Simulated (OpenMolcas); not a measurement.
AlBH4S: single-point calculation (part 2 of 2)

Continued. System: AlBH4S, SMILES B[S][AlH2]. Method: RI-MP2/aug-pc-1, RHF, in an applied electric field (OpenMolcas 26.06). A bond length was changed on purpose from its optimised value.

Geometry of the input (Å):
```
B  -1.2805  0.5957  -0.2352
S  -0.1151  1.1922  0.6676
Al 1.3757  -0.4190  0.3877
H  -1.1332  -0.4255  -0.8050
H  -2.2734  1.2031  -0.3115
H  1.1606  -1.5377  -0.6465
H  2.6542  -0.4100  1.2437
```

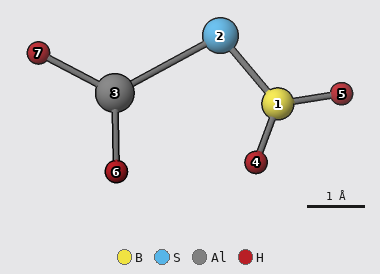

Figure 1. The structure as given in the input (ball-and-stick view, seen at a tilt; atoms are numbered from 1 in the order of the input). Sticks mark near contacts.

What the program printed, continued
```
Iter     Tot. SCF        One-elec.       Two-elec.     Energy      Max Dij or  Max Fij      DNorm      TNorm      AccCon     Time
         Energy          Energy          Energy        Change      Delta Norm                                                in Sec.
   1  -666.112801282 -1155.790431070   369.184150125   0.00E+00    1.41E-01*   1.21E-01*    8.20E+00   1.67E+02   None         0.
   2  -666.422141763 -1163.395357545   376.479736119  -3.09E-01*   5.18E-02*   2.71E-02*    8.59E+00   1.69E+02   EDIIS        0.
   3  -666.443885477 -1161.673023906   374.735658766  -2.17E-02*   1.46E-02*   7.80E-03*    8.62E+00   1.69E+02   c2DIIS       0.
   4  -666.446638696 -1162.147411947   375.207293587  -2.75E-03*   1.51E-02*   3.20E-03*    8.63E+00   1.69E+02   QNRc2DIIS    0.
   5  -666.447037386 -1162.104580876   375.164063827  -3.99E-04*   1.23E-02*   1.35E-03*    8.63E+00   1.69E+02   QNRc2DIIS    0.
   6  -666.447148042 -1162.120658830   375.180031125  -1.11E-04*   1.15E-03*   3.52E-04*    8.63E+00   1.69E+02   QNRc2DIIS    0.
   7  -666.447151010 -1162.124380991   375.183750318  -2.97E-06*   6.43E-04    6.79E-05     8.63E+00   1.69E+02   QNRc2DIIS    0.
   8  -666.447151442 -1162.122030265   375.181399160  -4.32E-07*   7.56E-05    1.52E-05     8.63E+00   1.69E+02   QNRc2DIIS    0.
   9  -666.447151453 -1162.123256106   375.182624989  -1.15E-08*   3.18E-05    5.32E-06     8.63E+00   1.69E+02   QNRc2DIIS    0.
  10  -666.447151455 -1162.123222403   375.182591285  -1.27E-09*   9.29E-06    8.52E-07     8.63E+00   1.69E+02   QNRc2DIIS    0.
  11  -666.447151455 -1162.123195195   375.182564077  -8.08E-11    2.12E-06    3.58E-07     8.63E+00   1.69E+02   QNRc2DIIS    0.

       Convergence after  11 Iterations
--

 *****************************************************************************************************************************
 *                                             SCF/KS-DFT Program, Final results                                             *
 *                                                       Final Results                                                       *
 *****************************************************************************************************************************

::    Total SCF energy                               -666.4471514547
      One-electron energy                           -1162.1231951949
      Two-electron energy                             375.1825640770
      Nuclear repulsion energy                        120.4934796631
      Kinetic energy (interpolated)                   668.1493345262
      Virial theorem                                    0.9974523913
      Total spin, S(S+1)                                0.0000000000
      Total spin, S                                     0.0000000000
      Max non-diagonal density matrix element           0.0000011983
      Max non-diagonal Fock matrix element              0.0000000170

      All orbitals with orbital energies smaller than  E(LUMO)+0.5 are printed

++    Molecular orbitals:
      -------------------

      Title: SCF orbitals

      Molecular orbitals for symmetry species 1: a

          Orbital            1         2         3         4         5         6         7         8         9        10
          Energy          -91.8897  -58.4704   -8.9313   -7.5789   -6.6177   -6.6154   -6.6147   -4.9186   -3.2379   -3.2358
          Occ. No.          2.0000    2.0000    2.0000    2.0000    2.0000    2.0000    2.0000    2.0000    2.0000    2.0000

          Orbital           11        12        13        14        15        16        17        18        19        20
          Energy           -3.2352   -1.0001   -0.6545   -0.6029   -0.5279   -0.4829   -0.4603   -0.4178   -0.3871   -0.0600
          Occ. No.          2.0000    2.0000    2.0000    2.0000    2.0000    2.0000    2.0000    2.0000    2.0000    0.0000

          Orbital           21        22        23        24        25        26        27        28        29        30
          Energy           -0.0200   -0.0174    0.0232    0.0306    0.0443    0.0576    0.0701    0.0762    0.0809    0.0963
          Occ. No.          0.0000    0.0000    0.0000    0.0000    0.0000    0.0000    0.0000    0.0000    0.0000    0.0000

          Orbital           31        32        33        34        35        36        37        38        39        40
          Energy            0.1072    0.1154    0.1203    0.1372    0.1400    0.1490    0.1565    0.1609    0.1648    0.1753
          Occ. No.          0.0000    0.0000    0.0000    0.0000    0.0000    0.0000    0.0000    0.0000    0.0000    0.0000

          Orbital           41        42        43        44        45        46        47        48        49        50
          Energy            0.1846    0.2042    0.2181    0.2344    0.2428    0.2470    0.2541    0.2657    0.2706    0.2803
          Occ. No.          0.0000    0.0000    0.0000    0.0000    0.0000    0.0000    0.0000    0.0000    0.0000    0.0000

          Orbital           51        52        53        54        55        56        57        58        59        60
          Energy            0.2823    0.2973    0.3096    0.3175    0.3234    0.3307    0.3365    0.3402    0.3616    0.3703
          Occ. No.          0.0000    0.0000    0.0000    0.0000    0.0000    0.0000    0.0000    0.0000    0.0000    0.0000

          Orbital           61        62        63        64        65
          Energy            0.3977    0.4093    0.4193    0.4211    0.4249
          Occ. No.          0.0000    0.0000    0.0000    0.0000    0.0000

--

++    Molecular charges:
      ------------------

      Mulliken charges per centre and basis function type
      ---------------------------------------------------

                B1      S2      AL3     H4      H5      H6      H7
      1s       1.9989  2.0004  2.0003  0.7972  0.7904  0.7518  0.7646
      2s       0.5955  2.0078  2.0059  0.0000  0.0000  0.0000  0.0000
      2px      0.6393  2.0008  1.9967  0.0000  0.0000  0.0000  0.0000
      2pz      0.3482  2.0008  1.9959  0.0000  0.0000  0.0000  0.0000
      2py      0.5793  2.0008  1.9964  0.0000  0.0000  0.0000  0.0000
      3s       0.0000  0.7908  0.5641  0.0000  0.0000  0.0000  0.0000
      3px      0.0000  0.7876  0.3312  0.0000  0.0000  0.0000  0.0000
      3pz      0.0000  0.8321  0.2719  0.0000  0.0000  0.0000  0.0000
      3py      0.0000  0.8399  0.3115  0.0000  0.0000  0.0000  0.0000
      *s       0.2555  1.0838 -0.0795  0.3047  0.2465  0.6735  0.7514
      *px     -0.0183  0.7396 -0.0079  0.0541  0.0223 -0.0027  0.0135
      *pz     -0.0515  0.9212  0.0078  0.0261  0.0049  0.0068 -0.0000
      *py      0.0409  0.9763 -0.0065  0.0028  0.0112  0.0118 -0.0058
      *d2+    -0.0607  0.0143  0.0247  0.0000  0.0000  0.0000  0.0000
      *d1+    -0.0196  0.0192  0.0103  0.0000  0.0000  0.0000  0.0000
      *d0     -0.0233  0.0316  0.0089  0.0000  0.0000  0.0000  0.0000
      *d1-    -0.0244  0.0131  0.0219  0.0000  0.0000  0.0000  0.0000
      *d2-    -0.0644  0.0375  0.0283  0.0000  0.0000  0.0000  0.0000
      Total    4.1952 17.0979 11.4819  1.1849  1.0754  1.4411  1.5237

      N-E      0.8048 -1.0979  1.5181 -0.1849 -0.0754 -0.4411 -0.5237

      Total electronic charge=   38.000000

      Total            charge=   -0.000000
--

++    Molecular properties:
      ---------------------

      Charge (e):
                      =   -0.0000
      Dipole Moment (debye):
      Origin of the operator (angstrom)=    0.2670    0.4351    0.3878
                   X= -6.9066E-01               Y= -5.4355E-01               Z= -1.5967E-01           Total=  8.9328E-01
      Quadrupole Moment (debye*angstrom):
      Origin of the operator (angstrom)=    0.2670    0.4351    0.3878
                  XX= -3.7045E+01              XY=  1.5930E+00              XZ= -2.4832E+00              YY= -3.6266E+01
                  YZ= -3.0436E+00              ZZ= -3.4962E+01
      In traceless form (debye*angstrom)
                  XX= -1.4318E+00              XY=  2.3895E+00              XZ= -3.7248E+00              YY= -2.6197E-01
                  YZ= -4.5654E+00              ZZ=  1.6937E+00
--

--- Stop Module: scf /rc=_RC_ALL_IS_WELL_ ---
--- Module scf spent 4 seconds ---

--- Start Module: mbpt2 ---

                                               &MBPT2

                       available to each process: 1.9 GB of memory, 1 thread

WARNING!
Default frozen orbitals as non valence orbitals is overwritten by user input.
Default values:   8

      Cartesian coordinates in angstrom:
      -----------------------------------------------------
      No.  Label        X            Y            Z
      -----------------------------------------------------
       1   B1        -1.28049300   0.59567600  -0.23516200
       2   S2        -0.11506000   1.19223000   0.66758000
       3   AL3        1.37569000  -0.41900000   0.38773000
       4   H4        -1.13315300  -0.42546400  -0.80497200
       5   H5        -2.27335300   1.20305600  -0.31154200
       6   H6         1.16058000  -1.53768000  -0.64651000
       7   H7         2.65417000  -0.41002000   1.24372000
      -----------------------------------------------------
      Nuclear repulsion energy =  120.49347966

      Contents of RUNFILE file:
      -------------------------

      Symmetry species                           1
                                                 a
      Number of basis functions                113
      Frozen occupied orbitals                  11
      Active occupied orbitals                   8
      Active external orbitals                  94
      Deleted external orbitals                  0

      Reference numbers of frozen occupied orbitals according to the original input sequence
      symmetry species 1                        1  2  3  4  5  6  7  8  9 10 11

      Energies of the active occupied orbitals

      symmetry species 1                    -1.000118     -0.654466     -0.602934     -0.527908     -0.482854
                                            -0.460319     -0.417832     -0.387127

      Energies of the active external orbitals

      symmetry species 1                    -0.060023     -0.020004     -0.017381      0.023157      0.030648
                                             0.044255      0.057570      0.070114      0.076244      0.080894
                                             0.096250      0.107161      0.115392      0.120251      0.137156
                                             0.139970      0.149029      0.156488      0.160911      0.164830
                                             0.175300      0.184587      0.204219      0.218070      0.234406
                                             0.242802      0.246955      0.254103      0.265724      0.270593
                                             0.280276      0.282313      0.297323      0.309646      0.317457
                                             0.323400      0.330707      0.336463      0.340246      0.361558
                                             0.370289      0.397709      0.409283      0.419287      0.421111
                                             0.424919      0.453106      0.462840      0.482256      0.506696
                                             0.518514      0.536701      0.603071      0.640113      0.655571
                                             0.694131      0.738196      0.753721      0.844029      0.854919
                                             0.867376      0.870684      0.933408      0.965463      0.986944
                                             1.040633      1.068931      1.111030      1.144678      1.148055
                                             1.170031      1.223501      1.246243      1.276980      1.349494
                                             1.525445      1.657577      1.660691      1.948571      2.038436
                                             2.057700      2.238930      2.245874      2.280417      2.330895
                                             2.342102      2.483533      2.594987      2.655244      2.710075
                                             2.857502      2.889354      3.464754      3.557909

      ********************************************************************************************************
      *                                               Results                                                *
      ********************************************************************************************************

       SCF energy                           =     -666.4471514547 a.u.
       Second-order correlation energy      =       -0.2904200432 a.u.
       ( Opposite-Spin contribution         =       -0.2312984684 )

       Total energy                         =     -666.7375714979 a.u.

       Reference weight ( Cref**2 )         =        0.88623

::    Total MBPT2 energy                             -666.7375714979

       Zeroth-order energy (E0)             =     -291.2645873778 a.u.

       Shanks-type energy S1(E)             =     -666.7377964794 a.u.

--- Stop Module: mbpt2 /rc=_RC_ALL_IS_WELL_ ---

.##################.
.# Happy landing! #.
.##################.

    Timing: Wall=7.50 User=6.62 System=0.80
```

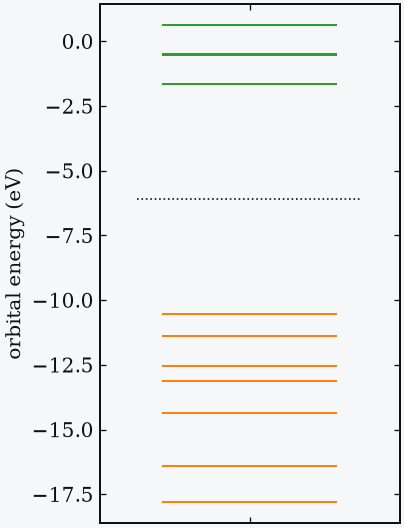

Figure 2. Orbital energies near the frontier (SCF reference); the dotted line parts filled from empty levels, and levels within 0.02 eV of each other stand side by side. Highest filled −10.53 eV, lowest empty −1.63 eV, 8.90 eV apart.
